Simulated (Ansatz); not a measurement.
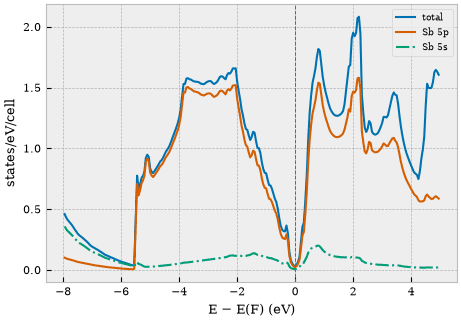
Figure: Total and projected density of states of Sb (A7 (α-As type), space group No. 166), DFT-r²SCAN in the program Ansatz with PAW potentials

Which orbitals carry the states next to the Fermi level?

Within 0.5 eV of the Fermi level: Sb 5p 81 %, Sb 5s 15 %. Projections are on Löwdin-orthogonalised atomic valence shells; empty p or d shells of many metals are not among them.

Where is the tallest occupied peak in this window, and what makes it?

Near -2.0 eV, about 1.7 states/eV per cell; the largest projected share is Sb 5p.

Space group R-3m (A7 (α-As type)). The cell was relaxed with r²SCAN under the symmetry of its start. Scalar-relativistic: spin–orbit coupling is off unless named, which matters more the heavier the elements.

Potentials: the earlier of the program's two PAW sets.
